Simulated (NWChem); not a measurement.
# Run report: CH3ClZn, single-point calculation

CH3ClZn, set up with M08-SO/cc-pVDZZ, RKS, COSMO-KS solvent water (NWChem 7.3.0).

The geometry comes from this level: GFN2-xTB.

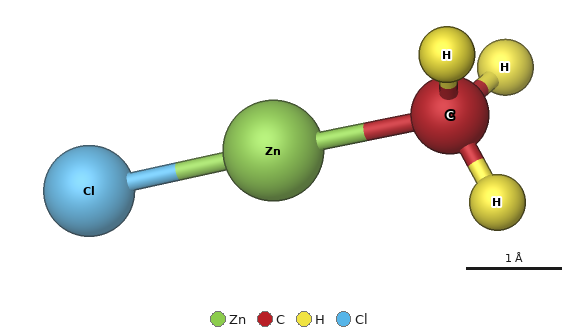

Figure 1. The structure as given in the input (ball-and-stick view, seen at a tilt). Sticks mark near contacts.

### Input
```
start sp
title "CH3ClZn energy"
memory total 2200 mb

geometry units angstrom noautosym nocenter noautoz
  Zn      -0.011320       0.018400      -1.177720
  C        0.003790      -0.000740       0.832890
  H       -0.440720       0.904000       1.226720
  H        1.017410      -0.070840       1.204440
  H       -0.557720      -0.846560       1.208130
  Cl      -0.011430      -0.004260      -3.294460
end

basis
  * library cc-pVDZZ
end

cosmo
  dielec 78.355
  do_cosmo_ks true
end

dft
  xc m08-so
  grid coarse
  direct
  iterations 75
  print low
end

task dft energy
```

Machine: 1 thread of AMD EPYC (Zen 5), 16 GiB of memory available, shared host.

Launch command:
```bash
nwchem sp.nw > sp.out
```

### The program's output
```
Northwest Computational Chemistry Package (NWChem) 7.3.0
             --------------------------------------------------------

           Job information
           ---------------

    nwchem branch   = 7.3.0
    use scalapack   = T
    input           = sp.nw
    prefix          = sp.
    data base       = ./sp.db
    status          = startup
    nproc           =        1

           Memory information
           ------------------

    heap     =     72089598 doubles =      550.0 Mbytes
    stack    =     72089595 doubles =      550.0 Mbytes
    global   =    144179200 doubles =     1100.0 Mbytes (distinct from heap & stack)
    total    =    288358393 doubles =     2200.0 Mbytes
    verify   = yes
    hardfail = no

           Directory information
           ---------------------

  0 permanent = .
  0 scratch   = .

                                NWChem Input Module
                                -------------------

                                  CH3ClZn energy
                                  --------------

 Scaling coordinates for geometry "geometry" by  1.889725989
 (inverse scale =  0.529177249)

                             Geometry "geometry" -> ""
                             -------------------------

 Output coordinates in angstroms (scale by  1.889725989 to convert to a.u.)

  No.       Tag          Charge          X              Y              Z
 ---- ---------------- ---------- -------------- -------------- --------------
    1 Zn                  30.0000    -0.01132000     0.01840000    -1.17772000
    2 C                    6.0000     0.00379000    -0.00074000     0.83289000
    3 H                    1.0000    -0.44072000     0.90400000     1.22672000
    4 H                    1.0000     1.01741000    -0.07084000     1.20444000
    5 H                    1.0000    -0.55772000    -0.84656000     1.20813000
    6 Cl                  17.0000    -0.01143000    -0.00426000    -3.29446000

      Atomic Mass
      -----------

      Zn                63.929100
      C                 12.000000
      H                  1.007825
      Cl                34.968850

 Effective nuclear repulsion energy (a.u.)     221.8281715311

            Nuclear Dipole moment (a.u.)
            ----------------------------
        X                 Y               Z
 ---------------- ---------------- ----------------
    -0.9301231316     0.8725620780  -156.2818321391

            XYZ format geometry
            -------------------
     6
 geometry
 Zn                   -0.01132000     0.01840000    -1.17772000
 C                     0.00379000    -0.00074000     0.83289000
 H                    -0.44072000     0.90400000     1.22672000
 H                     1.01741000    -0.07084000     1.20444000
 H                    -0.55772000    -0.84656000     1.20813000
 Cl                   -0.01143000    -0.00426000    -3.29446000

 ==============================================================================
                                internuclear distances
 ------------------------------------------------------------------------------
       center one      |      center two      | atomic units |  angstroms
 ------------------------------------------------------------------------------
    2 C                |   1 Zn               |     3.79978  |     2.01076
    3 H                |   2 C                |     2.04514  |     1.08224
    4 H                |   2 C                |     2.04439  |     1.08185
    5 H                |   2 C                |     2.04537  |     1.08236
    6 Cl               |   1 Zn               |     4.00029  |     2.11686
 ------------------------------------------------------------------------------
                         number of included internuclear distances:          5
 ==============================================================================

 ==============================================================================
                                 internuclear angles
 ------------------------------------------------------------------------------
        center 1       |       center 2       |       center 3       |  degrees
 ------------------------------------------------------------------------------
    2 C                |   1 Zn               |   6 Cl               |   178.76
    1 Zn               |   2 C                |   3 H                |   110.66
    1 Zn               |   2 C                |   4 H                |   110.55
    1 Zn               |   2 C                |   5 H                |   110.50
    3 H                |   2 C                |   4 H                |   108.30
    3 H                |   2 C                |   5 H                |   108.30
    4 H                |   2 C                |   5 H                |   108.44
 ------------------------------------------------------------------------------
                            number of included internuclear angles:          7
 ==============================================================================

 Summary of "ao basis" -> "" (cartesian)
 ------------------------------------------------------------------------------
       Tag                 Description            Shells   Functions and Types
 ---------------- ------------------------------  ------  ---------------------
 *                          cc-pVDZZ                  on all atoms

                                 NWChem DFT Module
                                 -----------------

                                  CH3ClZn energy

 Attempting to read a basis set from a  non-existing file:
 [file]
 ------------------------------------------------------------------------
 bas_tag_lib: failed opening basis file                   0
 ------------------------------------------------------------------------
 ------------------------------------------------------------------------
  current input line :
    31: task dft energy
 ------------------------------------------------------------------------
 ------------------------------------------------------------------------
 There is an error in the specified basis set
 ------------------------------------------------------------------------

0:bas_tag_lib: failed opening basis file:Received an Error in Communication
  Errorcode: -1
```

### What the run reported

| quantity | value |
| --- | --- |
| outcome | refused by the program |

### Diagnosis

Some settings of this run were drawn to be unusual or wrong (basis set to cc-pVDZZ (from STO-6G)). The program refused the input: “bas_tag_lib: failed opening basis file”
